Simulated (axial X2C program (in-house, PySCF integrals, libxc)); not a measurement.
## Relativistic diatomic calculation for RuAl

- system: RuAl, single determinant with Ω = 3/2. The distance is the PBE0 minimum at charge 0.
- method: expectation values, HF and Kohn-Sham, two-component X2C with atomic mean-field Coulomb and Gaunt terms, Ru dyall-cv3z, Al dyall-v3z (cores contracted) (axial X2C program (in-house, PySCF integrals, libxc))

The input:
```
{"zs": [44, 13], "q": 0, "bas": ["dyall-cv3z", "dyall-v3z"], "r0": 2.51, "levels": ["PBE0", "HF", "BP86", "LDA", "BHandHLYP"], "nst": 3}
```

The line is the task of a batch: nuclear charges, charge, bases, the levels to run, a first guess of the distance and further settings. This report covers the levels named above. The log is that of the reference distance, started from orbitals converged before.

The run was one of a batch that the task file lists, launched with:
```bash
python <driver script> task.json out
```

Output:
```
two-component X2C + atomic mean field  PBE0
basis functions 199  fitting functions 979  grid points 5081
iter        total energy     max residual
   1      -4770.972252018     5.03e-06
   2      -4770.972252018     1.37e-05
   3      -4770.972252021     2.40e-06
   4      -4770.972252022     2.47e-06
converged
one-electron -6846.01143601  Coulomb 2097.08836477  exact exchange -37.62080755  xc functional -115.38782013  nuclear repulsion 133.22595275  atomic mean-field constant -2.26650584
```

Expectation values by level of theory:

```csv
quantity,PBE0,HF,BP86,LDA,BHandHLYP
effective field for an electron dipole moment (GV/cm),0.0492,−3.87,−0.698,−0.636,0.755
field gradient at the first nucleus (a.u.),−4.47,−3.63,−4.77,−4.86,−4.31
field gradient at the second nucleus (a.u.),−0.832,−1.13,−0.782,−0.730,−0.875
"A∥/gI, first nucleus (MHz)",1280,324,1370,1460,1250
"A∥/gI, second nucleus (MHz)",31.4,−17.0,44.8,57.0,31.8
```

Each column comes from one determinant with 3 or more unpaired spinors, which can mix states, in a basis with contracted cores. The levels disagree widely: the effective field runs from −3.87 to 0.755 GV/cm, A∥/gI at the first nucleus runs from 324 to 1460 MHz and A∥/gI at the second nucleus runs from −17.0 to 57.0 MHz. They may not all have settled in the same state, and these values aren't reliable properties of the molecule.

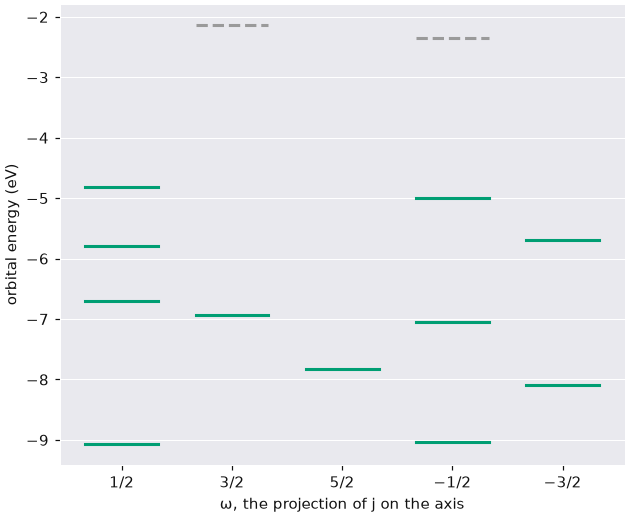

Orbital energies (PBE0) near the frontier at 2.27 Å, filled (solid) and empty (dashed). The highest filled spinor (1/2; 50 % Al p, 31 % Ru s) lies at −4.81 eV, the lowest empty one (−1/2; 41 % Ru s, 38 % Al p) at −2.34 eV.

Key numbers:

| quantity | value |
| --- | --- |
| outcome | converged; the levels of theory disagree widely |
| hardware | 1 thread of Arm Neoverse V2, 112 GiB of memory available, shared host |
| wall time | 4.9 s |
| peak memory | 0.39 GiB |
